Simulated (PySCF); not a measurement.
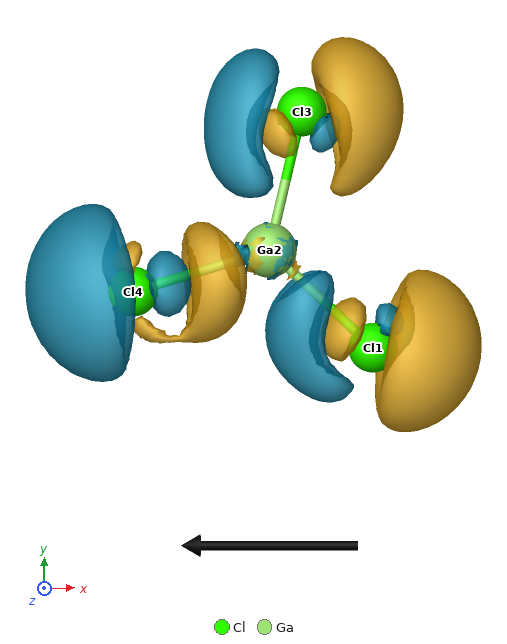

Cl₃Ga, SMILES `Cl[Ga](Cl)Cl`. Change of the electron density in a uniform field of 0.21 V/Å along −x (arrow), surfaces at ±0.0015 e/Å³ (yellow: gain, teal: loss).

Level of theory: PBE/def2-TZVP (PySCF), at a geometry from GFN2-xTB. No frequency check shows the geometry to be a minimum. A basis without diffuse functions makes polarisabilities too small. GFN2-xTB bond lengths at metals and heavier atoms can be off by up to 0.1 Å and shapes distorted, which carries into these values.

The field was applied in both directions; the picture shows the one opposite to the script's first.

How large is the response?

The induced dipole is 0.72 D (along the field); α along this axis, from the fields in both directions, is 71 bohr³ (10.5 Å³).
